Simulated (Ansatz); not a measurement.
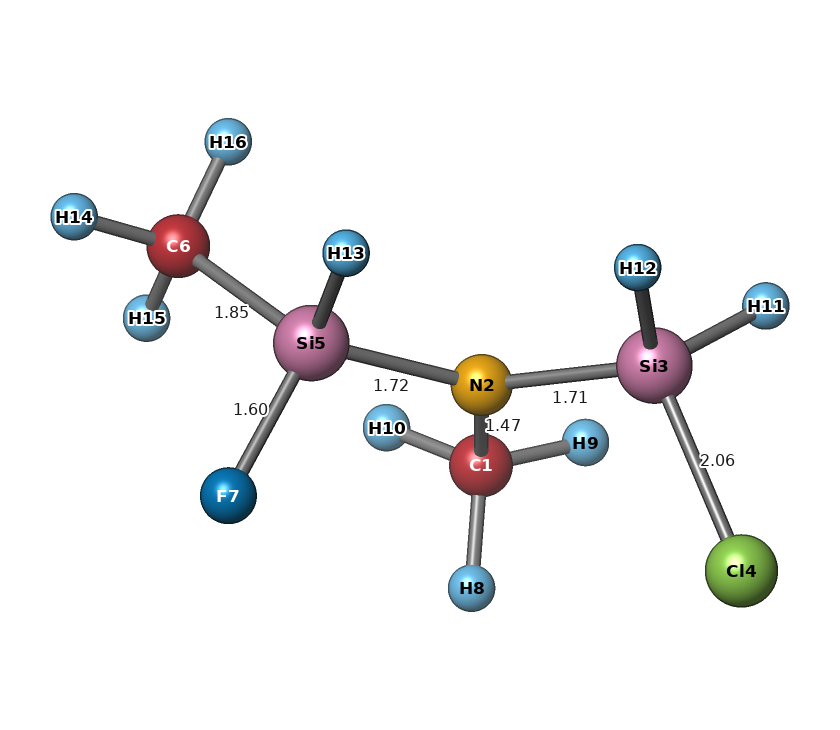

The numbers beside the sticks are distances in Å. Sticks don't show bond order. Computed geometry: PBE0-D4/def2-TZVP optimisation. No frequency run is at hand to confirm it as a minimum.

**Assign a bond order to each marked bond.**

C1–N2 single; N2–Si3 single; N2–Si5 single; Si3–Cl4 single; Si5–C6 single; Si5–F7 single.

**Write the SMILES.**

CN([SiH2]Cl)[Si@@H](C)F
